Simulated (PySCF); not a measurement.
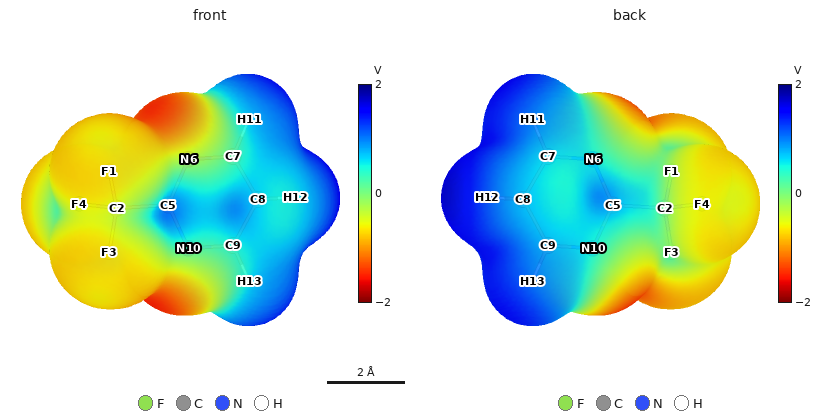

*C5H3F3N2 (SMILES FC(F)(F)c1ncccn1). The electrostatic potential painted on the density surface at 0.002 e/bohr³, seen from the front and from behind; red is negative and blue positive.*

Geometry: GFN2-xTB.

Method: PySCF, PBE0/pcSseg-1, SCF density, gas phase, non-relativistic.

```xyz
13

F     2.7093    1.0685   -0.5184
C     2.1742   -0.0036    0.0711
F     2.7058   -1.0798   -0.5141
F     2.6011   -0.0017    1.3446
C     0.6588   -0.0012    0.0044
N     0.0722    1.1804   -0.0098
C    -1.2506    1.1819   -0.0484
C    -1.9842    0.0034   -0.0709
C    -1.2548   -1.1777   -0.0465
N     0.0680   -1.1808   -0.0078
H    -1.7179    2.1571   -0.0610
H    -3.0608    0.0053   -0.1037
H    -1.7255   -2.1512   -0.0573
```

Which sites attract a positive test charge, and which a negative one?

A positive charge is drawn to the negative regions and a negative charge to the positive ones. The most negative region (about −1.5 V) lies over N6 and N10, the most positive (about +1.7 V) over H12.

How polar is the molecule by this calculation?

Its dipole moment is 5.01 D.
